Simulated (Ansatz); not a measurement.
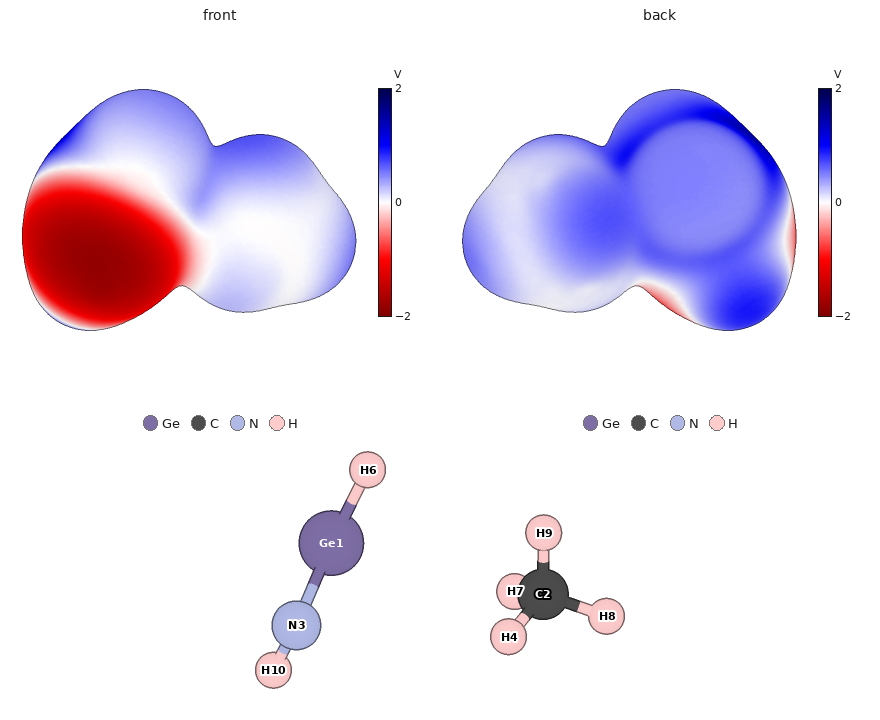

Figure. GeH$_{3}$N···CH$_{4}$. The electrostatic potential painted on the density surface at 0.001 e/bohr³, seen from the front and from behind; the colour scale runs from red (negative) to blue (positive). The bare structure is drawn below in the same view.

The product side of a reaction path; geometry: PBE0-D4/def2-TZVP; a saddle point, not a minimum.

Computed with RKS PBE0-D4/def2-TZVPP (Ansatz 0.2.0).

```xyz
10

Ge   -1.7110   -0.2489   -0.2384
C     1.7382    0.5920   -0.0460
N    -1.9590   -1.0843    1.2252
H     1.3256    0.1109    0.8411
H    -1.3306   -0.8144   -1.6223
H    -1.8928    1.2690   -0.2347
H     1.6191   -0.0617   -0.9109
H     2.7993    0.7860    0.1094
H     1.2255    1.5378   -0.2237
H    -1.8142   -2.0863    1.1004
```

Where is the surface potential most negative and most positive?

Answer. The most negative region (about −1.8 V) lies over N3, the most positive (about +1.4 V) over Ge1. N3 is the likeliest acceptor of a hydrogen bond.
